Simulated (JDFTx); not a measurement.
* **surface**: Cd(1 0 -1 0)
* **bulk**: Cd, P6_3/mmc, lattice of mp-94 (not re-optimised)
* **slab**: 6 atoms in 6 planes, 1x1, 6.3 Å between the outermost planes
* **in-plane cell**: 2.958 × 5.886 Å, 17.41 Å²
* **cell height**: 22.0 Å
* **sampling**: 8×4×1 k mesh, Fermi smearing 0.01 Ha, no spin polarisation

All numbers are PBE, GBRV ultrasoft potentials, plane waves to 20/100 Ha results from JDFTx (a modified build), not measurements. Liquid on both sides: nonlinear PCM (GLSSA13), water, 1 M NaF; nuclei fixed, outer atoms relaxed in vacuum. The electron chemical potential μ is absolute (zero in the bulk liquid) and is turned into a potential by U = −μ/e − 4.44 V vs SHE, a convention. The model has bare, unreconstructed faces and no explicit solvent. Convergence in thickness and k mesh wasn't tested for this slab.

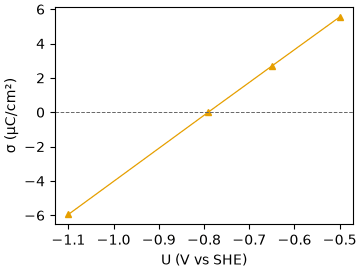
Fig. 1. Surface charge density of Cd(1 0 -1 0) against potential

Question: Read off the potential of zero charge and the mean capacitance σ/(U − U_pzc) at the computed points next to it.

Answer: U_pzc ≈ -0.79 V. At -1.10 V it is about 19 μF/cm². At -0.65 V it is about 19 μF/cm².
